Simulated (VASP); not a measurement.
Band structure of AlGa$_{3}$N$_{4}$ (space group P-43m). Method: PBEsol GGA, VASP's PBE PAW potentials (set 64) (plane waves; VASP).

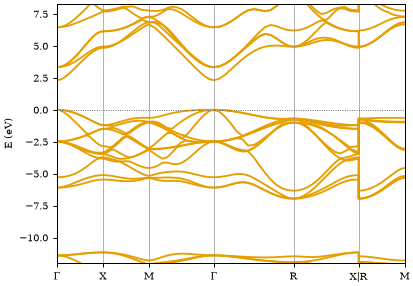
Bands along high-symmetry lines, zero at the valence-band maximum or, without a gap, the Fermi level

Read the plot: is there a gap, and where are the band edges?

The gap is direct, 2.31 eV, from the valence maximum at Γ to the conduction minimum at Γ. (Edges off the drawn lines would not show.)

The structure comes from a computed database's AlGa3N4 entry (P-43m); how it stands against other phases isn't given here. It was relaxed first.
